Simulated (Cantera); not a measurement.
Input: 1 mol PH3, 0.11 mol H2, at 51.0 bar.

Method: chemical equilibrium by Gibbs-energy minimisation in Cantera with the NASA 1993 tables (ideal gas, pure condensed phases). Candidate condensed phases: P; 7 gas species. The ideal-gas law is rough above about 30 bar. The numbers say what is thermodynamically allowed, not how fast it happens.

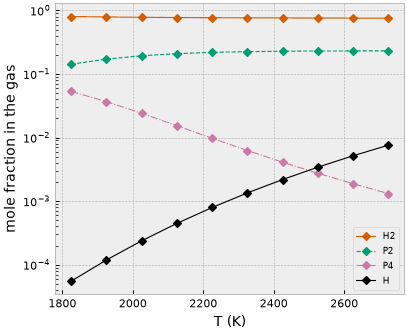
Equilibrium gas composition (values under 1e-9 drawn at 1e-9)

Question: Read off the mole fractions at 2525 K.

Answer: H2 about 0.76, P2 about 0.23, H about 0.0034, P4 about 0.0027.
